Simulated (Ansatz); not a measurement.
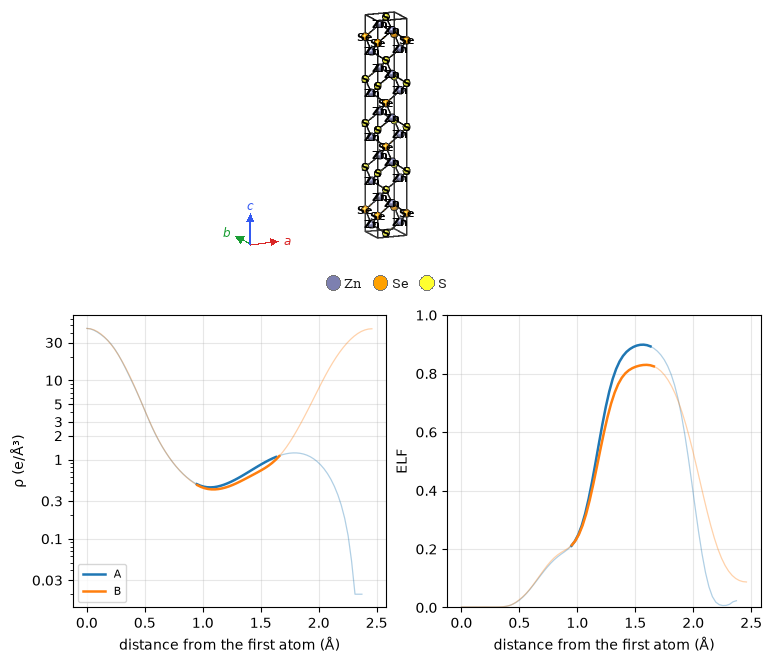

Zn5Se2S3. Valence electron density and ELF along straight lines between neighbouring atoms. Thin, pale parts lie inside the atomic spheres. The structure is drawn too.

Space group I-4m2; a structure generated by program, which may or may not match a known phase.

Theory: Ansatz, DFT PBE, scalar-relativistic, plane waves, PAW.

Core electrons are frozen (PAW), and the valence fields are smoothed inside the atomic spheres.

### Which curve belongs to which contact (Zn–S and Zn–Se)? The first atom named is at distance zero.

Curve A: Zn–S (2.37 Å): ρ at the midpoint is about 0.48 e/Å³; the ELF peaks at about 0.90 in the valence shell of S, 0.8 Å from its nucleus, and is about 0.55 at the midpoint. Curve B: Zn–Se (2.46 Å): ρ is about 0.46 e/Å³ halfway; the ELF is about 0.60 at the midpoint.
